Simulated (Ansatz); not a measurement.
Input

```
crystal:
  periodic: [false, false, false]
  atoms:
    - { symbol: Ga, position_ang: [0.0, 0.0, 0.0] }
    - { symbol: O, position_ang: [0.0, 0.0, 2.14] }
    - { symbol: H, position_ang: [-0.9095, -0.2814, 2.4771] }
    - { symbol: Cl, position_ang: [1.9398, 0.0, -1.12] }
    - { symbol: Cl, position_ang: [-1.9398, 0.0, -1.12] }
    - { symbol: H, position_ang: [0.3988, 1.7292, 0.5897] }
    - { symbol: H, position_ang: [0.3085, 1.3378, 1.5381] }
basis:
  gaussian: { orbitals: def2-SVP }
hamiltonian:
  xc: pbe
  dispersion: d4
relax:
  f_tol: 0.15
  max_steps: 25
  restrain:
    - { distance: [0, 5], at: 2.77, k: 30.0 }
    - { distance: [6, 1], at: 2.21, k: 30.0 }
    - { distance: [0, 1], at: 1.79, k: 30.0 }
    - { distance: [6, 5], at: 0.66, k: 30.0 }
output:
  orbitals: {}
```

Run with:

```sh
ansatz run input.yaml --threads 2 --pin off --max-ram 3072MiB --backend cpu --events-out ev --progress --plain --runs-dir out
```

The fields are those of the run's last geometry, not of the input's.

Not at a stationary point (largest force 1.9 eV/Å).

Computed with Ansatz, RKS PBE-D4/def2-SVP.

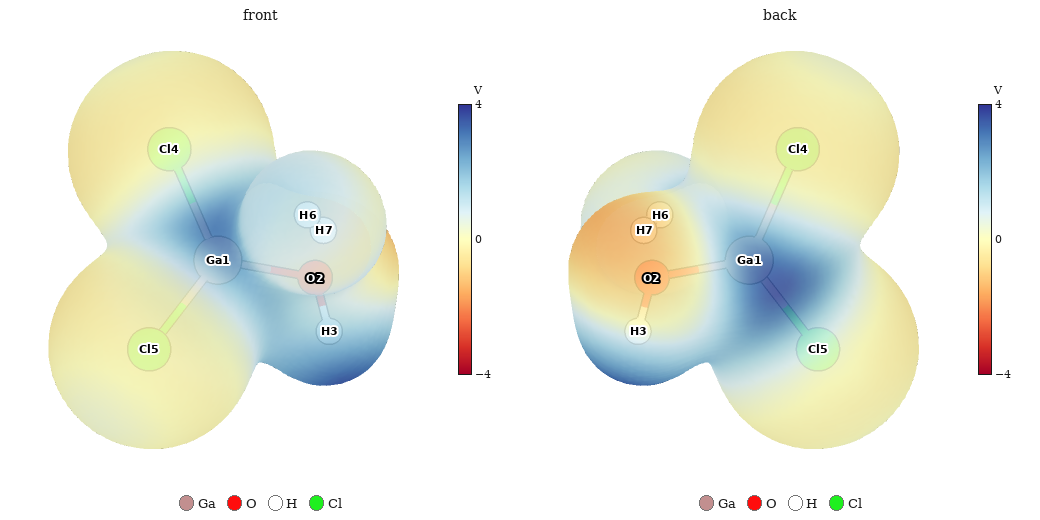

Cl$_{2}$GaHO···H$_{2}$. The molecular electrostatic potential painted on the density surface at 0.004 e/bohr³, seen from the front and from behind; the colour scale runs from red (negative) to blue (positive).

**Describe the electrostatic potential map.**

The most negative region (about −1.4 V, or −32 kcal/mol for a unit charge) lies over O2, the most positive (about +3.5 V, or +81 kcal/mol for a unit charge) over Ga1 and H3. Cl4 shows a σ-hole: about +0.3 V at the tip opposite its bond, against about −0.3 V, or −7 kcal/mol for a unit charge on its flanks. Cl5 shows a σ-hole: about +0.3 V, or +7 kcal/mol for a unit charge at the tip opposite its bond, against about −0.2 V on its flanks. O2 is the likeliest acceptor of a hydrogen bond.
